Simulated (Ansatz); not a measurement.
# Calculations on Si2H6S and related structures

Part 1: Relaxation

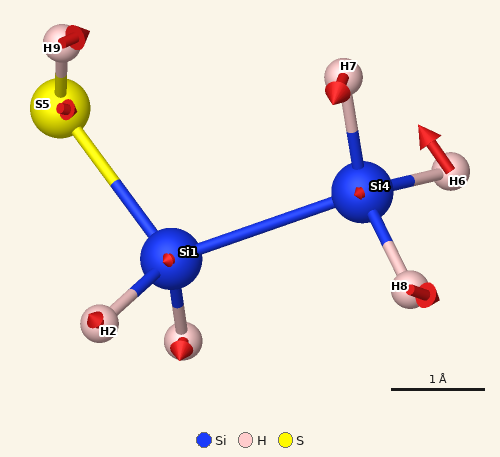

This is a relaxation of Si2H6S. The starting structure is drawn; red arrows show the displacements, 2 times their true length. The two geometries are superimposed by the best rigid fit.

The picture is a ball-and-stick view, seen at a tilt.

It is one of the separated products of a reaction.

All numbers below come from RKS PBE0-D4/def2-TZVP in Ansatz.

Input file:
```yaml
crystal:
  periodic: [false, false, false]
  atoms:
    - {symbol: Si, position_ang: [-0.669652, 0.558260, -0.953242]}
    - {symbol: H, position_ang: [-0.578968, 1.891518, -1.605527]}
    - {symbol: H, position_ang: [-1.990049, -0.042149, -1.269169]}
    - {symbol: Si, position_ang: [-0.275847, 0.710189, 1.352348]}
    - {symbol: S, position_ang: [0.720982, -0.779998, -1.943027]}
    - {symbol: H, position_ang: [-0.847828, -0.452656, 2.068970]}
    - {symbol: H, position_ang: [1.189884, 0.799458, 1.580349]}
    - {symbol: H, position_ang: [-0.915756, 1.964502, 1.836045]}
    - {symbol: H, position_ang: [1.824301, -0.132282, -1.529431]}
basis:
  gaussian: {orbitals: def2-TZVP}
hamiltonian: {xc: pbe0, dispersion: d4}
relax: {f_tol: 0.005, max_steps: 200}
```

Command:
```bash
ansatz run in.yaml --threads 4 --pin off --events-out ev --progress --plain --max-ram 9574MiB
```

**Which element moves most?**

Hydrogen: up to 0.31 Å, against 0.13 Å for sulfur.

**Describe the change and its energy.**

The atom that moves furthest after the best rigid fit is H6 (0.31 Å). Largest moves by element: H 0.31 Å, S 0.13 Å, Si 0.06 Å. Near-neighbour distances that change, for instance: Si1–S5 2.169 → 2.146 Å, Si1–Si4 2.344 → 2.338 Å. Among the angles between lasting bonds that change: Si1–Si4–H8 107.6° → 111.3°, H2–Si1–S5 108.3° → 111.4°, Si4–Si1–S5 112.4° → 110.3°. After 10 accepted moves (11 points after the start) the energy has fallen by 0.57 kcal/mol. The largest force component goes from 0.31 to 0.0041 eV/Å. The line search rejected the trial step at point 5 of the run. The run took 21 s on 4 threads of Arm Neoverse V1, with other jobs on the host.

Part 2: Relaxation

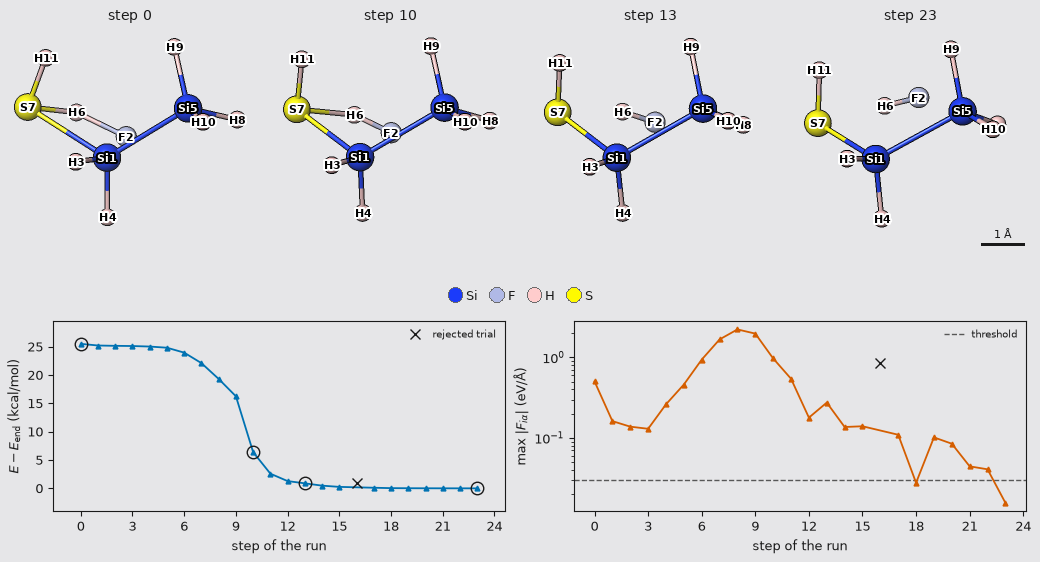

Frames of a relaxation of Si2H7SF, marked on the history of the run. Style: ball-and-stick. Shown from a free direction.

Level of theory: RKS PBE-D4/pcseg-2 in Ansatz 0.2.0.

Input file:
```yaml
crystal:
  periodic: [false, false, false]
  atoms:
    - {symbol: Si, position_ang: [-0.661383, -0.007062, -0.658803]}
    - {symbol: F, position_ang: [-0.128399, -1.748955, -0.005218]}
    - {symbol: H, position_ang: [-0.673543, 1.283669, -1.438733]}
    - {symbol: H, position_ang: [-1.943786, -0.614638, -1.083003]}
    - {symbol: Si, position_ang: [-0.251834, 0.768391, 1.509426]}
    - {symbol: H, position_ang: [0.789231, -1.694508, -0.942455]}
    - {symbol: S, position_ang: [1.169978, -0.751315, -2.028384]}
    - {symbol: H, position_ang: [-0.768821, -0.144023, 2.560721]}
    - {symbol: H, position_ang: [1.228576, 0.876529, 1.665334]}
    - {symbol: H, position_ang: [-0.829166, 2.127361, 1.695283]}
    - {symbol: H, position_ang: [2.069047, -0.095547, -1.274167]}
basis:
  gaussian: {orbitals: pcseg-2}
hamiltonian: {xc: pbe, dispersion: d4}
relax: {f_tol: 0.03, max_steps: 60, escape_saddle: false}
```

Launched with:
```bash
ansatz run in.yaml --threads 4 --pin off --events-out ev --progress --plain --max-ram 9574MiB
```

> What happens along the run?

The atom that moves furthest after the best rigid fit is F2 (1.35 Å). By element the largest moves are F 1.35 Å, H 0.82 Å, Si 0.63 Å, S 0.45 Å. Near-neighbour distances that change, for instance: Si1–F2 1.935 → 3.767 Å, H6–S7 1.488 → 2.138 Å, F2–H6 1.313 → 0.954 Å, Si1–S7 2.405 → 2.185 Å. Bonds break, among them: H6–S7 (1.49 → 2.14 Å). Among the angles between lasting bonds that change: H3–Si1–S7 88.7° → 108.5°, H4–Si1–Si5 123.6° → 112.4°, H3–Si1–Si5 101.4° → 111.3°. Over 22 accepted moves (23 points after the start) the energy falls by 25.5 kcal/mol. The largest force component goes from 0.5 to 0.016 eV/Å. The line search rejected the trial step at point 16 of the run. The forces were under the threshold at step 18, but the run went on from there. The run took 56 s on 4 threads of Arm Neoverse V1 (shared host). From step 0 to 10: F2 moves most (0.55 Å), energy −19.1 kcal/mol. From step 10 to 13: F2 moves most (0.50 Å), energy −5.51 kcal/mol. From step 13 to 23: F2 moves most (0.53 Å), energy −0.88 kcal/mol.

Part 3: Reaction

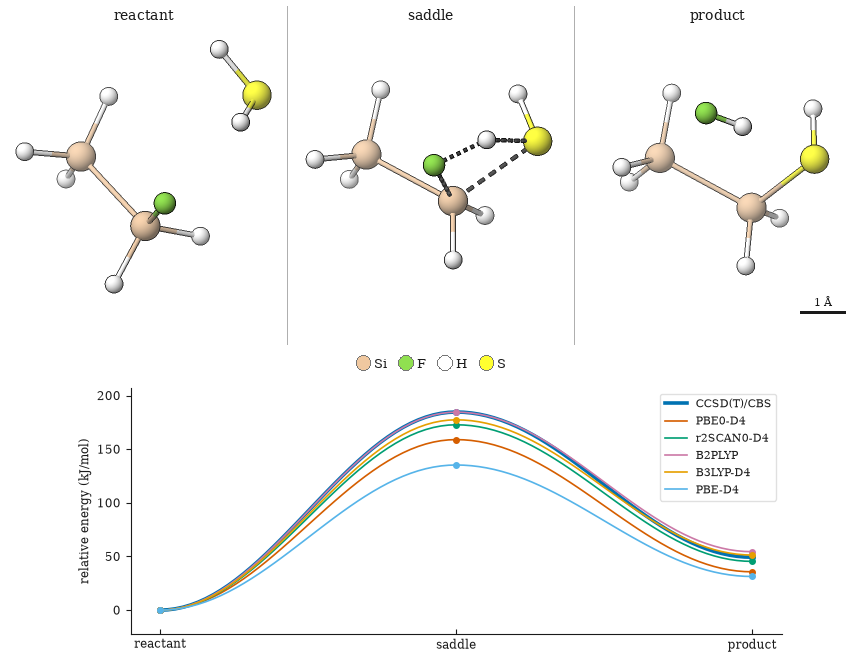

A reaction step of Si₂H₇SF, with its energy diagram. Style: ball-and-stick. Shown at a tilt. Dashed sticks mark bonds that form or break.

Stationary points at PBE0-D4/def2-TZVP, single-point energies with CCSD(T)/CBS, PBE0-D4, r2SCAN0-D4, B2PLYP, B3LYP-D4, PBE-D4 (def2-TZVPP where no basis is named; Ansatz 0.2.0). The energies are electronic, without zero-point or thermal terms, and both ends are the minima reached downhill from the saddle, with any fragments still in contact. CCSD(T)/CBS stands for a frozen-core estimate: MP2 correlation extrapolated from def2-TZVPP and def2-QZVPP, CCSD(T) minus MP2 from the smaller set.

Describe the step and its energetics.

Answer. Counted by bonded pieces, the reactant holds H₂S + Si₂H₅F and the product holds HF + Si₂H₆S. From the reactant over the saddle to the product, bonds form: S–Si (3.84 → 2.40 → 2.17 Å), F–H (2.50 → 1.31 → 0.94 Å). Bonds break: F–Si (1.61 → 1.94 → 3.70 Å), H–S (1.34 → 1.49 → 2.17 Å). The saddle has one imaginary mode, 772i cm⁻¹. With CCSD(T)/CBS the barrier is 184.7 kJ/mol from the reactant and 135.4 kJ/mol from the product, and the product lies 49.3 kJ/mol above the reactant.

```
      level  barrier from the reactant (kJ/mol)  barrier from the product (kJ/mol)  the product less the reactant (kJ/mol)
CCSD(T)/CBS                               184.7                              135.4                                    49.3
    PBE0-D4                               158.9                              123.2                                    35.7
 r2SCAN0-D4                               172.8                              127.3                                    45.4
     B2PLYP                               184.5                              130.1                                    54.5
   B3LYP-D4                               177.4                              126.1                                    51.3
     PBE-D4                               135.3                              103.9                                    31.3
```

Against CCSD(T)/CBS, B2PLYP comes closest on the barrier from the reactant (−0.1 kJ/mol) and PBE-D4 misses most (−49.4 kJ/mol).

Limits of the set-up: the start holds two separate molecules, 2.5 Å apart at their closest, whose relative position is a soft coordinate.

Part 4: Path

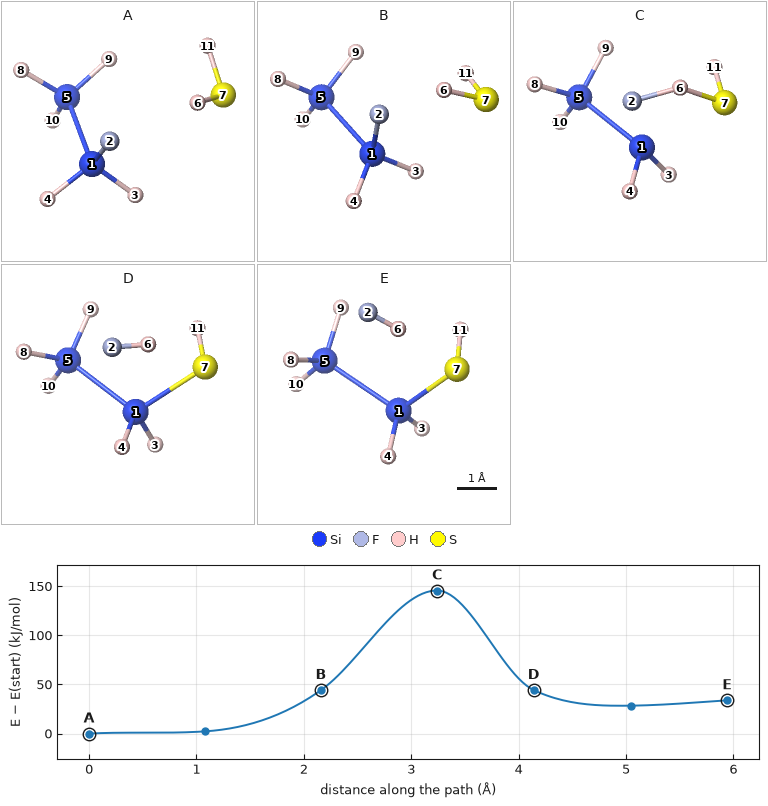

NEB run on Si2H7SF, made up at the start of Si₂H₅F and H2S. Images are numbered from 0 (start) to 6 (end). Frames A to E are images 0, 2, 3, 4, 6. A ball-and-stick model, seen at a tilt.

The calculation used RKS PBE0-D4/def2-SVP in Ansatz 0.2.0.

The input:
```yaml
crystal:
  periodic: [false, false, false]
  atoms:
    - {symbol: Si, position_ang: [-1.360026, -0.154947, -0.342577]}
    - {symbol: F, position_ang: [-0.825192, -1.654920, -0.596332]}
    - {symbol: H, position_ang: [-1.193977, 0.611112, -1.602416]}
    - {symbol: H, position_ang: [-2.811216, -0.265675, -0.034857]}
    - {symbol: Si, position_ang: [-0.225563, 0.822017, 1.458555]}
    - {symbol: H, position_ang: [1.403078, -1.492899, -1.716370]}
    - {symbol: S, position_ang: [2.140003, -0.388685, -1.913942]}
    - {symbol: H, position_ang: [-0.511767, 0.065544, 2.707154]}
    - {symbol: H, position_ang: [1.242349, 0.861073, 1.239372]}
    - {symbol: H, position_ang: [-0.733810, 2.212400, 1.617051]}
    - {symbol: H, position_ang: [2.876021, -0.615122, -0.815636]}
basis:
  gaussian: {orbitals: def2-SVP}
hamiltonian: {xc: pbe0, dispersion: d4}
neb:
  images: 5
  climbing: true
  max_iterations: 40
  initial_path: idpp
  final_atoms:
    - {symbol: Si, position_ang: [-0.669652, 0.558260, -0.953242]}
    - {symbol: F, position_ang: [0.765647, -2.441413, 0.663960]}
    - {symbol: H, position_ang: [-0.578968, 1.891518, -1.605527]}
    - {symbol: H, position_ang: [-1.990049, -0.042149, -1.269169]}
    - {symbol: Si, position_ang: [-0.275847, 0.710189, 1.352348]}
    - {symbol: H, position_ang: [0.777187, -2.075528, -0.201276]}
    - {symbol: S, position_ang: [0.720982, -0.779998, -1.943027]}
    - {symbol: H, position_ang: [-0.847828, -0.452656, 2.068970]}
    - {symbol: H, position_ang: [1.189884, 0.799458, 1.580349]}
    - {symbol: H, position_ang: [-0.915756, 1.964502, 1.836045]}
    - {symbol: H, position_ang: [1.824301, -0.132282, -1.529431]}
```

Command:
```bash
ansatz run in.yaml --threads 4 --pin off --events-out ev --progress --plain --max-ram 9574MiB
```

Question: Describe the mechanism and the energy profile.

Answer: Breaking: H6–S7 (1.34 → 1.50 at the top → 2.17 Å), Si1–F2 (1.61 → 1.92 at the top → 3.70 Å). Forming: F2–H6 (2.50 → 1.30 at the top → 0.94 Å), Si1–S7 (3.84 → 2.48 at the top → 2.17 Å). Relative to the start the highest point is image 3 at +145.7 kJ/mol and the end lies at +33.9 kJ/mol, but the profile dips to +28.4 kJ/mol at image 5 on the way, so an end point isn't at the bottom of its valley along this path. The band converged in 13 iterations. The largest component of the band force went from 5 to 0.042 eV/Å. The climbing image converged on the top of the path. Its curvatures weren't checked. The largest force component is 0.84 eV/Å at the start and 0.20 eV/Å at the end; an end with forces this large is no minimum, and the barrier measured from it can be far off.

Limits of the set-up: the start holds two separate molecules, 2.5 Å apart at their closest, whose relative position is a soft coordinate.

Cost: 2.1 min on 4 threads of Arm Neoverse V1 (shared host).
